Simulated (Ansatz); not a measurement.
# Si17H24 off sphere (Si17H25) (doublet): Born-Oppenheimer dynamics

Aim: follow Si17H24 off sphere (Si17H25) (doublet) for 25 steps with a Nosé-Hoover thermostat (1500 K) and see how far bonds stretch and how energy moves between motion and potential.

Method: PBE/def2-SVP; program: Ansatz 0.2.0, Gaussian basis.

## Step 1: Structure used throughout

An earlier PBE-D4/def2-SVP relaxation fixed the geometry.

42 atoms, charge 0, spin multiplicity 2.

Atoms are counted from 1 here; the program's logs count them from 0.

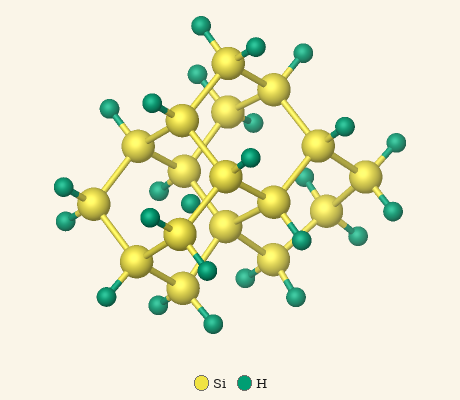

The geometry (silicon yellow, hydrogen teal).

Geometry (Å):

```
atom    x (Å)    y (Å)    z (Å)
 Si1  -1.8226  -2.7923   2.9151
 Si2   1.2876  -2.9807  -0.0868
 Si3  -1.6738   2.5153  -2.6520
 Si4   1.1115  -0.2117  -2.7043
 Si5  -1.4359  -0.1497  -0.0465
 Si6   1.1438  -0.2778   2.7918
 Si7   1.1040   2.5500   0.0945
 Si8   3.8208  -0.1712   0.0663
 Si9  -2.9307  -1.4282   1.3458
Si10  -3.0020   1.1170  -1.3032
Si11  -0.1785  -1.6595  -1.3674
Si12  -0.2785  -1.5389   4.1778
Si13   2.4942  -1.6000   1.3891
Si14  -0.2948   1.1614  -4.0101
Si15  -0.3191   3.8599  -1.2585
Si16   2.4235   1.1571  -1.2884
Si17  -0.1851   1.1600   1.4893
 H18  -2.8357  -3.4171   3.8445
 H19  -1.1087  -3.9034   2.1925
 H20   2.2775  -3.6154  -1.0350
 H21   0.5634  -4.0818   0.6435
 H22  -2.5081   3.4167  -3.5383
 H23   2.0468  -0.9902  -3.6078
 H24   2.0630   0.5608   3.6517
 H25   2.0248   3.4454   0.8983
 H26   4.7440  -1.0002  -0.7934
 H27   4.6617   0.7119   0.9556
 H28  -3.8206  -2.2499   0.4445
 H29  -3.7934  -0.4250   2.0722
 H30  -3.8772   0.1872  -2.1073
 H31  -3.8842   1.8896  -0.3529
 H32  -1.1210  -2.5126  -2.1849
 H33   0.5173  -2.4514   5.0781
 H34  -1.0574  -0.5832   5.0485
 H35   3.3835  -2.4625   2.2554
 H36  -1.1506   0.3069  -4.9138
 H37   0.5556   2.0499  -4.8863
 H38   0.5234   4.7647  -2.1260
 H39  -1.1907   4.7361  -0.3912
 H40   3.2826   2.0427  -2.1642
 H41  -1.1500   1.9256   2.3669
 H42  -0.3357   0.9258  -1.0561
```

## Step 2: Dynamics

File in.yaml:

```yaml
crystal:
  periodic: [false, false, false]
  atoms:
    - {symbol: Si, position_ang: [-1.822574, -2.792314, 2.915067]}
    - {symbol: Si, position_ang: [1.287573, -2.980741, -0.086811]}
    - {symbol: Si, position_ang: [-1.673828, 2.515337, -2.652011]}
    - {symbol: Si, position_ang: [1.111491, -0.211703, -2.704321]}
    - {symbol: Si, position_ang: [-1.435879, -0.149659, -0.046549]}
    - {symbol: Si, position_ang: [1.143828, -0.277751, 2.791844]}
    - {symbol: Si, position_ang: [1.103975, 2.550038, 0.094525]}
    - {symbol: Si, position_ang: [3.820806, -0.171176, 0.066327]}
    - {symbol: Si, position_ang: [-2.930657, -1.428203, 1.345799]}
    - {symbol: Si, position_ang: [-3.001972, 1.116960, -1.303206]}
    - {symbol: Si, position_ang: [-0.178470, -1.659546, -1.367411]}
    - {symbol: Si, position_ang: [-0.278527, -1.538907, 4.177772]}
    - {symbol: Si, position_ang: [2.494188, -1.599990, 1.389070]}
    - {symbol: Si, position_ang: [-0.294751, 1.161381, -4.010094]}
    - {symbol: Si, position_ang: [-0.319134, 3.859858, -1.258451]}
    - {symbol: Si, position_ang: [2.423537, 1.157097, -1.288418]}
    - {symbol: Si, position_ang: [-0.185121, 1.159962, 1.489341]}
    - {symbol: H, position_ang: [-2.835742, -3.417132, 3.844537]}
    - {symbol: H, position_ang: [-1.108741, -3.903390, 2.192453]}
    - {symbol: H, position_ang: [2.277507, -3.615387, -1.034985]}
    - {symbol: H, position_ang: [0.563406, -4.081765, 0.643504]}
    - {symbol: H, position_ang: [-2.508053, 3.416733, -3.538307]}
    - {symbol: H, position_ang: [2.046765, -0.990220, -3.607842]}
    - {symbol: H, position_ang: [2.063005, 0.560793, 3.651681]}
    - {symbol: H, position_ang: [2.024766, 3.445444, 0.898308]}
    - {symbol: H, position_ang: [4.743951, -1.000184, -0.793426]}
    - {symbol: H, position_ang: [4.661709, 0.711893, 0.955649]}
    - {symbol: H, position_ang: [-3.820564, -2.249940, 0.444538]}
    - {symbol: H, position_ang: [-3.793353, -0.425007, 2.072195]}
    - {symbol: H, position_ang: [-3.877231, 0.187234, -2.107283]}
    - {symbol: H, position_ang: [-3.884211, 1.889644, -0.352882]}
    - {symbol: H, position_ang: [-1.121024, -2.512642, -2.184938]}
    - {symbol: H, position_ang: [0.517254, -2.451364, 5.078062]}
    - {symbol: H, position_ang: [-1.057427, -0.583240, 5.048494]}
    - {symbol: H, position_ang: [3.383519, -2.462545, 2.255383]}
    - {symbol: H, position_ang: [-1.150632, 0.306890, -4.913841]}
    - {symbol: H, position_ang: [0.555635, 2.049915, -4.886276]}
    - {symbol: H, position_ang: [0.523404, 4.764700, -2.126034]}
    - {symbol: H, position_ang: [-1.190669, 4.736112, -0.391238]}
    - {symbol: H, position_ang: [3.282552, 2.042748, -2.164243]}
    - {symbol: H, position_ang: [-1.150017, 1.925586, 2.366874]}
    - {symbol: H, position_ang: [-0.335695, 0.925779, -1.056055]}
basis:
  gaussian: {orbitals: def2-SVP, fitting: {mean_field: def2-universal-jkfit}}
magnetization: {spin_polarized: true, initial_magnetization: 1}
hamiltonian: {xc: {name: PBE}}
md: {timestep: 1 fs, n_steps: 25, ensemble: nvt_nose_hoover, temperature: 1500, initial_velocities: maxwell_boltzmann, seed: 952}
scf: {omitted_lower_state_checks: [starts]}
```

Run with:

```
ansatz run in.yaml --threads 2 --pin off --events-out ev --progress --plain --max-ram 32768MiB --backend cuda --devices 0, --max-vram 18GiB
```

What it wrote, cut to the lines that bear on the results:

```text
Functional definition: PBE
  name "PBE"
  cite "Perdew, Burke & Ernzerhof, Phys. Rev. Lett. 77, 3865 (1996) doi:10.1103/PhysRevLett.77.3865"
  parent pbe
[...]
2626 factors; integrals over basis functions are off by at most 3.3e-1 eV
[...]
mean field -134217.23440768 eV, -4932.3923887732 hartree, gradient 3.3e-5 eV, S^2 0.753795; 0 other end points of the search recorded, 0 dependent functions left out
[...]
reference -134217.23448609 eV, -4932.3923916549 hartree; 132, 131 occupied and 299, 300 virtual orbitals, 2626 factors
md step     0: t =     0.00 fs  T =  1500.0 K  F+E_penalty+E_count = -134217.23440768 eV  E_kin = 7.755600 eV  conserved = -134209.47880774 eV  (33 SCF iters)
[...]
md step     6: t =     6.00 fs  T =   884.7 K  F+E_penalty+E_count = -134213.99940589 eV  E_kin = 4.574167 eV  conserved = -134209.42803162 eV  (36 SCF iters)
[...]
md step    12: t =    12.00 fs  T =   501.1 K  F+E_penalty+E_count = -134211.98925287 eV  E_kin = 2.590871 eV  conserved = -134209.41313350 eV  (36 SCF iters)
[...]
md step    18: t =    18.00 fs  T =   689.2 K  F+E_penalty+E_count = -134212.94389919 eV  E_kin = 3.563282 eV  conserved = -134209.42197669 eV  (17 SCF iters)
[...]
md step    24: t =    24.00 fs  T =   733.8 K  F+E_penalty+E_count = -134213.13855479 eV  E_kin = 3.793939 eV  conserved = -134209.42705416 eV  (37 SCF iters)
[...]
Atom 26 at     4.619216     0.861657     1.117918 Å, force    -0.107166    -0.082840    -0.127284 eV/Å
Atom 27 at    -4.362521    -1.737762     0.776582 Å, force     0.201952    -0.238976    -0.187915 eV/Å
Atom 28 at    -3.269838    -0.097282     2.120593 Å, force     0.001278    -0.605369    -0.201534 eV/Å
Atom 29 at    -4.582360     0.595127    -1.945330 Å, force     1.442423     0.746010     1.104843 eV/Å
Atom 30 at    -2.814544     2.256763     0.016887 Å, force    -1.340844    -1.173836    -1.298234 eV/Å
Atom 31 at    -1.346663    -2.636331    -1.826987 Å, force     0.920563     0.695456     0.332092 eV/Å
Atom 32 at     0.739900    -2.660549     4.768808 Å, force    -0.566908     0.452874     0.170216 eV/Å
Atom 33 at    -1.022061    -0.843003     5.388916 Å, force     0.426554    -0.185235    -0.386075 eV/Å
Atom 34 at     3.867713    -2.520343     2.071924 Å, force    -1.820625     1.121998    -0.477951 eV/Å
Atom 35 at    -0.956882     0.915070    -5.622161 Å, force     1.068273     0.174005     1.512191 eV/Å
Atom 36 at     0.897472     2.098896    -3.926463 Å, force     0.179183     0.388158    -0.972583 eV/Å
Atom 37 at     0.218085     4.788557    -2.200584 Å, force     0.415113    -0.001793    -0.204323 eV/Å
Atom 38 at    -1.120108     4.712625    -0.315233 Å, force    -0.121053    -0.255784     0.035062 eV/Å
Atom 39 at     3.372646     1.915511    -2.440036 Å, force    -0.422428    -0.277275     0.695250 eV/Å
Atom 40 at    -1.059156     1.939410     2.592190 Å, force     0.434397    -0.521059    -0.940559 eV/Å
Atom 41 at    -0.638501     1.039711    -1.288877 Å, force    -0.164276    -0.291395     0.371718 eV/Å
Dipole moment:    -0.190210    -0.141266     0.033053 e Å
Checks for a lower state left out: starts
```

Run time: 1.8 min. Hardware: 1 × H100 (card shared with other runs) with 2 threads of AMD EPYC 7R13, shared host; peak host memory 1 GiB.

## Step 3: Frames and traces

Every 2 steps, with energies from the start:

```
time (fs)  T (K)  potential (meV)  conserved (meV)  Si13–H35 (Å)
      0.0   1500              0.0             0.00         1.512
      2.0   1267           1257.3            52.87         1.685
      4.0    977           2781.6            75.57         1.794
      6.0    885           3235.0            50.78         1.812
      8.0    786           3748.1            52.66         1.735
     10.0    648           4466.5            51.29         1.578
     12.0    501           5245.2            65.67         1.395
     14.0    559           4956.2            72.89         1.313
     16.0    792           3698.8             7.80         1.416
     18.0    689           4290.5            56.83         1.601
     20.0    608           4737.6            71.53         1.749
     22.0    712           4183.4            42.57         1.813
     24.0    734           4095.9            51.75         1.783
```

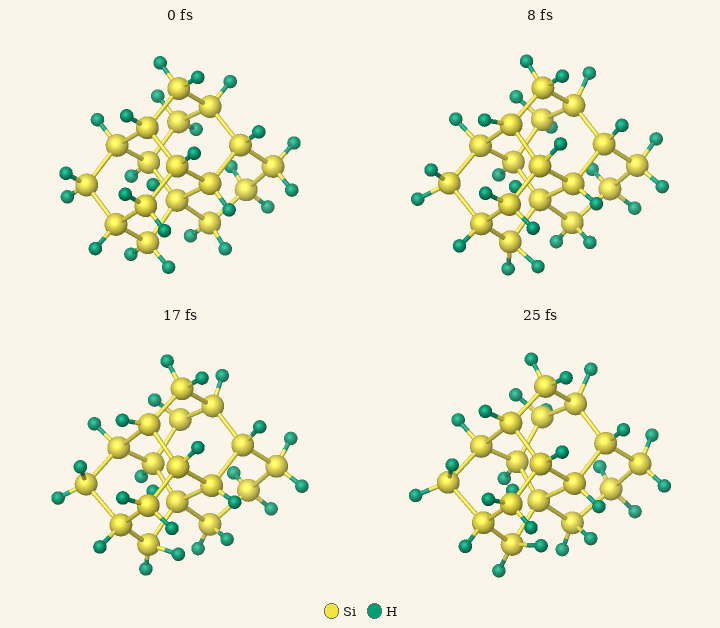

Four frames; sticks are those of the first frame.

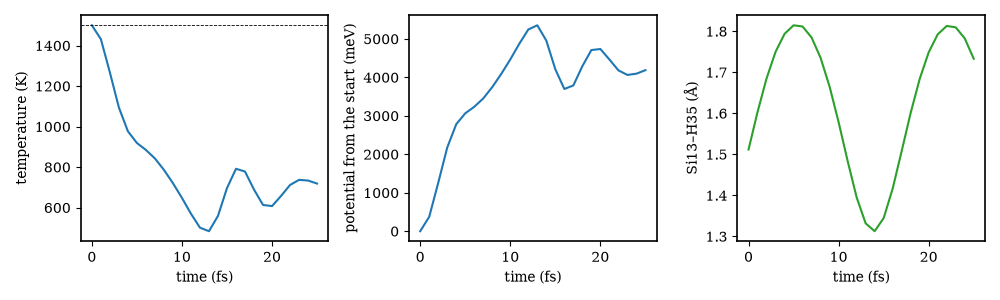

Temperature (the set value dashed), potential energy and the bond that swings most.

Positions (Å) and forces (eV/Å) at 25.0 fs:

```xyz
42

Si   -1.868   -2.820    2.921   -0.816   -0.794    0.469
Si    1.448   -2.975   -0.134    0.656   -0.272   -1.180
Si   -1.686    2.457   -2.542    0.036   -0.507   -1.890
Si    0.952   -0.327   -2.735    1.478   -0.624   -0.804
Si   -1.460    0.034   -0.178    0.040   -1.129   -0.187
Si    1.129   -0.361    2.806    0.127    0.991    0.389
Si    1.126    2.545    0.040    1.247    0.168    1.396
Si    3.888   -0.061    0.159   -0.463   -0.110    0.429
Si   -2.974   -1.366    1.253    0.294    0.710    1.270
Si   -3.141    1.161   -1.323   -0.739    1.025    0.836
Si   -0.223   -1.671   -1.202   -0.819   -1.186   -0.681
Si   -0.244   -1.565    4.275   -0.125   -1.123   -0.328
Si    2.549   -1.603    1.422    1.902   -1.161    0.574
Si   -0.247    1.146   -4.153   -1.346    0.703    0.542
Si   -0.333    3.790   -1.231   -0.246    0.870    0.289
Si    2.564    1.142   -1.340   -0.992    0.115   -1.008
Si   -0.269    1.114    1.477    0.726    0.948    1.019
H    -3.065   -3.241    3.961    1.099    0.361   -1.016
H    -1.294   -4.216    2.358   -0.399    1.271    0.395
H     2.484   -2.967   -1.305   -0.355    0.048    0.476
H     1.254   -4.500   -0.032   -0.211    0.592    0.438
H    -2.434    3.537   -3.301   -0.103   -0.002   -0.224
H     1.917   -1.112   -3.796   -0.744    0.540    1.056
H     2.083    0.542    3.648   -0.453   -0.312   -0.378
H     2.020    3.485    1.042   -0.769   -0.845   -1.005
H     4.855   -0.957   -0.507    0.428   -0.221   -0.301
H     4.619    0.862    1.118   -0.107   -0.083   -0.127
H    -4.363   -1.738    0.777    0.202   -0.239   -0.188
H    -3.270   -0.097    2.121    0.001   -0.605   -0.202
H    -4.582    0.595   -1.945    1.442    0.746    1.105
H    -2.815    2.257    0.017   -1.341   -1.174   -1.298
H    -1.347   -2.636   -1.827    0.921    0.695    0.332
H     0.740   -2.661    4.769   -0.567    0.453    0.170
H    -1.022   -0.843    5.389    0.427   -0.185   -0.386
H     3.868   -2.520    2.072   -1.821    1.122   -0.478
H    -0.957    0.915   -5.622    1.068    0.174    1.512
H     0.897    2.099   -3.926    0.179    0.388   -0.973
H     0.218    4.789   -2.201    0.415   -0.002   -0.204
H    -1.120    4.713   -0.315   -0.121   -0.256    0.035
H     3.373    1.916   -2.440   -0.422   -0.277    0.695
H    -1.059    1.939    2.592    0.434   -0.521   -0.941
H    -0.639    1.040   -1.289   -0.164   -0.291    0.372
```

## Step 4: Summary of results

```
                              quantity                          value
                                length             25 steps of 1.0 fs
     temperature, first and last frame                    1500, 719 K
              temperature, second half  mean 675 K, from 484 to 792 K
                swing of the potential                       5354 meV
largest change of the conserved energy                      82.81 meV
                     range of Si13–H35               1.313 to 1.815 Å
```

From 1500 K at the start the temperature swings between 484 and 1500 K: with 42 atoms it has no steady value yet; energy flows between kinetic and potential parts, and any thermostat adds or takes heat. The conserved energy moves by 82.81 meV, 1.5 % of the potential's swing, so the step is short enough for this stretch. Si13–H35 swings most, by 0.50 Å; no bond breaks. A run of 25 fs gives no averages.
